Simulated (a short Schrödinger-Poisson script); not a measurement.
Stack: gated Al0.33Ga0.67N/GaN polarisation-induced gas, at 20 K.

| layer | material | thickness (nm) | Na (cm⁻³) |
|---|---|---|---|
| 1 | Al0.33Ga0.67N | 15 | - |
| 2 | GaN | 6000 | 5e14 |

Constants are typed, rounded textbook-type inputs, not results; the design itself was drawn at random and stands for no fabricated device. Al0.33Ga0.67N: permittivity 9.3, conduction-band edge (eV) 0.462, gap (eV) 4.09, electron mass (mₑ) 0.24, Nv at 300 K (cm⁻³) 4.6e19. GaN: permittivity 9.5, conduction-band edge (eV) 0, gap (eV) 3.43, Nv at 300 K (cm⁻³) 4.6e19.

Channel valleys (confinement mass, in-plane density-of-states mass, number): Γ 0.2, 0.2, 1. At the gate the conduction-band edge of layer 1 lies 1.27 eV − eVg above the Fermi level of the channel; the field vanishes at the back. Sheet of polarisation charge: +1.6e13 e/cm² at 15 nm from the gate. The barrier under the gate holds no holes. Gaps are held at their typed values at every temperature. Mesh 0.08 nm at interfaces.

From a short Schrödinger-Poisson script (our own, NumPy): 1D Poisson equation in equilibrium, electrons quantum, Hartree (BenDaniel-Duke, 40 states a valley, the channel's in-plane mass for all, wave functions free to enter the barrier), parabolic valleys, classical holes, full ionisation, no traps, pinning or gate leakage.

Only gate voltages with over 1e8 electrons/cm² are shown.

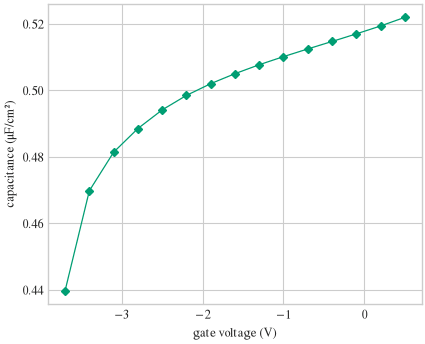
Fig. 1. Quasi-static capacitance against gate voltage

```
Vg (V)  electrons (cm⁻²)  in the channel layer  C (μF/cm²)  Γ E0 (meV)  Γ E1 (meV)
------  ----------------  --------------------  ----------  ----------  ----------
0.5              1.34e13               1.22e13       0.522      -143.7       -16.5
-0.1             1.14e13               1.06e13       0.517      -124.7       -12.3
-0.7             9.51e12               8.97e12       0.512      -105.4        -8.5
-1.3             7.60e12               7.27e12       0.508       -85.8        -5.1
-1.9             5.71e12               5.53e12       0.502       -65.9        -2.0
-2.5             3.84e12               3.76e12       0.494       -45.6         2.2
-3.1             2.02e12               1.99e12       0.481       -24.1        12.0
-3.7             2.67e11               2.66e11       0.440        -2.9        19.4
```

Subbands count from the Fermi level.
